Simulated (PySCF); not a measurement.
# Mo+: ligand-field states

Wanted: ligand-field states for Mo+.

Programs: PySCF 2.14.0, with routines of our own; each step states its level. All values are computed. Atoms count from 0.

## Step 1: The system as given

1 atom, charge 1, states of the metal's open shell are computed; geometry from: free ion.

## Step 2: Ligand-field states: state-averaged CASSCF

Job settings and geometry (Å):

```
{"job": {"kind": "lf", "basis": {"metal": "x2c-TZVPall", "ligand": "x2c-SVPall"}, "nevpt": true}, "charge": 1, "metal": "Mo", "open_shell": "d5"}
Mo     0.000000     0.000000     0.000000
```

Level: state-averaged CASSCF of the metal d shell, SC-NEVPT2 on the averaged canonical orbitals, state-interaction spin-orbit coupling.

Started as:

```console
> OMP_NUM_THREADS=1 python lf_run.py task.json out
```

The driver reads the jobs from task.json and runs them one after another.

The program printed:

```text
basis functions 63, electrons 41, active (5e, 5o)
stage 1: DIIS on the effective Fock matrix, level shift 0.30
cycle   1  E = -4045.5020356586  dE = -4.046e+03  max|g| = 1.488e+00
cycle   2  E = -4045.8138785784  dE = -3.118e-01  max|g| = 4.946e-01
cycle   3  E = -4045.8469761354  dE = -3.310e-02  max|g| = 1.674e-01
cycle   4  E = -4045.8507707078  dE = -3.795e-03  max|g| = 1.511e-02
cycle   5  E = -4045.8508288369  dE = -5.813e-05  max|g| = 2.575e-03
cycle   6  E = -4045.8508314080  dE = -2.571e-06  max|g| = 5.719e-04
cycle   7  E = -4045.8508316711  dE = -2.632e-07  max|g| = 1.582e-04
cycle   8  E = -4045.8508317059  dE = -3.477e-08  max|g| = 3.742e-05
cycle   9  E = -4045.8508317108  dE = -4.852e-09  max|g| = 1.485e-05
cycle  10  E = -4045.8508317114  dE = -6.576e-10  max|g| = 5.627e-06
converged average energy = -4045.8508317114

 mult deg   label        CASSCF/cm-1   NEVPT2/cm-1
   6   1   6S                  0.0           0.0
   4   9   4G              20382.1       18238.0
   4   3   4P              23702.1       20516.6
   4   5   4D              25215.0       21675.8
   2  13   2I              29159.3       26661.5
   2   5   2D              33213.0       28602.5
   2   7   2F              33860.1       29582.1
   4   7   4F              34058.2       29825.9
   2   9   2G              36753.8       32118.1
   2  11   2H              35931.3       32159.7
   2   7   2F              39515.5       34057.8
   2   1   2S              43658.0       37135.6
   2   5   2D              48358.7       41694.6
   2   9   2G              53191.6       46345.2
   2   3   2P              64928.6       55364.3
   2   5   2D              70276.5       60563.5

spin-orbit levels / cm-1
      0.00  x6  6S 1.00
  18136.93  x6  4G 0.98
  18220.50  x8  4G 0.99
  18247.86  x12  4G 0.99
  18271.44  x10  4G 1.00
  19937.87  x6  4P 0.74 4D 0.23
  20136.54  x4  4P 0.78 4D 0.21
  20400.33  x2  4P 0.90 4D 0.10
  21642.56  x8  4D 0.98
```

Run time: 7.5 s. Hardware: 1 thread of Arm Neoverse V1, shared host; peak memory 0.2 GiB.

From this job:

```csv
quantity,value
spin-orbit constant ζ,597 cm⁻¹
```

Powder susceptibility:

```csv
T (K),χT (cm³ K/mol),μ(eff)
2,4.379,5.92
5,4.379,5.92
10,4.379,5.92
20,4.379,5.92
30,4.379,5.92
50,4.379,5.92
75,4.379,5.92
100,4.379,5.92
150,4.379,5.92
200,4.379,5.92
250,4.379,5.92
300,4.379,5.92
```

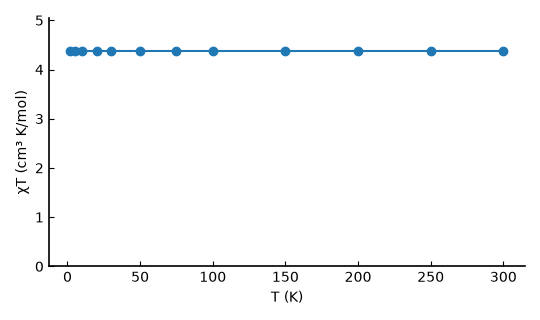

χT against temperature.

Orbitals, density, ELF and potential are computed afterwards from the orbital file.

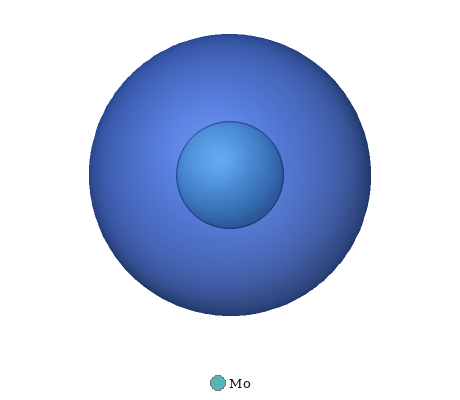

Spin density at ±0.06 e/Å³ (alpha excess blue, beta excess red).

In these pictures sticks join atoms by distance alone, so bonds to metals can be missing or extra.

## Step 3: Ligand-field states: state-averaged CASSCF (shift 0)

Job settings and geometry (Å):

```
{"job": {"kind": "lf", "basis": {"metal": "x2c-TZVPall", "ligand": "x2c-SVPall"}, "nevpt": true, "shift": 0}, "charge": 1, "metal": "Mo", "open_shell": "d5"}
Mo     0.000000     0.000000     0.000000
```

With the program's defaults for keys left out, this is: state-averaged CASSCF of the metal d shell, SC-NEVPT2 on the averaged canonical orbitals, state-interaction spin-orbit coupling.

The program printed:

```text
basis functions 63, electrons 41, active (5e, 5o)
stage 1: DIIS on the effective Fock matrix, level shift 0.00
cycle   1  E = -4045.5020356586  dE = -4.046e+03  max|g| = 1.488e+00
cycle   2  E = -4045.7600177042  dE = -2.580e-01  max|g| = 5.690e-01
cycle   3  E = -4045.8273518820  dE = -6.733e-02  max|g| = 2.861e-01
cycle   4  E = -4045.8508175784  dE = -2.347e-02  max|g| = 2.560e-03
cycle   5  E = -4045.8508311809  dE = -1.360e-05  max|g| = 6.648e-04
cycle   6  E = -4045.8508317027  dE = -5.218e-07  max|g| = 1.007e-04
cycle   7  E = -4045.8508317115  dE = -8.760e-09  max|g| = 3.863e-06
converged average energy = -4045.8508317115

 mult deg   label        CASSCF/cm-1   NEVPT2/cm-1
   6   1   6S                  0.0           0.0
   4   9   4G              20382.2       18238.1
   4   3   4P              23702.2       20516.7
   4   5   4D              25215.1       21675.9
   2  13   2I              29159.4       26661.6
   2   5   2D              33213.1       28602.5
   2   7   2F              33860.2       29582.2
   4   7   4F              34058.4       29826.6
   2   9   2G              36754.0       32118.1
   2  11   2H              35931.5       32159.8
   2   7   2F              39515.6       34057.8
   2   1   2S              43658.1       37135.7
   2   5   2D              48358.9       41694.7
   2   9   2G              53191.8       46345.2
   2   3   2P              64928.9       55364.3
   2   5   2D              70276.8       60563.8

spin-orbit levels / cm-1
      0.00  x6  6S 1.00
  18136.99  x6  4G 0.98
  18220.56  x8  4G 0.99
  18247.92  x12  4G 0.99
  18271.51  x10  4G 1.00
  19937.95  x6  4P 0.74 4D 0.23
  20136.61  x4  4P 0.78 4D 0.21
  20400.40  x2  4P 0.90 4D 0.10
  21642.66  x8  4D 0.98
```

Wall time 3.5 s (1 thread of Arm Neoverse V1, shared host); peak memory 0.2 GiB.

In short:

```csv
quantity,value
spin-orbit constant ζ,597 cm⁻¹
```

Powder susceptibility:

```csv
T (K),χT (cm³ K/mol),μ(eff)
2,4.379,5.92
20,4.379,5.92
100,4.379,5.92
300,4.379,5.92
```

## Step 4: Ligand field across the series

From the NEVPT2 states (cm⁻¹; the spread is that of the fitted one-electron ligand-field levels):

```csv
step,setting,ground state,next state,orbital spread,Racah B,ζ,"μ(eff), 300 K"
2,as given,6S,4G at 18238,0,570,597,5.92
3,shift 0,6S,4G at 18238,0,570,597,5.92
```

## Step 5: Summary of results

```
                                               quantity       value
  spin-orbit constant ζ (step 2, state-averaged CASSCF)    597 cm⁻¹
ground multiplicity, μ(eff) at 300 K (step 2, free ion)  6, 5.92 μB
ground multiplicity, μ(eff) at 300 K (step 3, free ion)  6, 5.92 μB
```

What this shows: In step 2, χT goes from 4.38 at 2 K to 4.38 cm³ K/mol at 300 K: nearly flat, so one level governs the whole range.
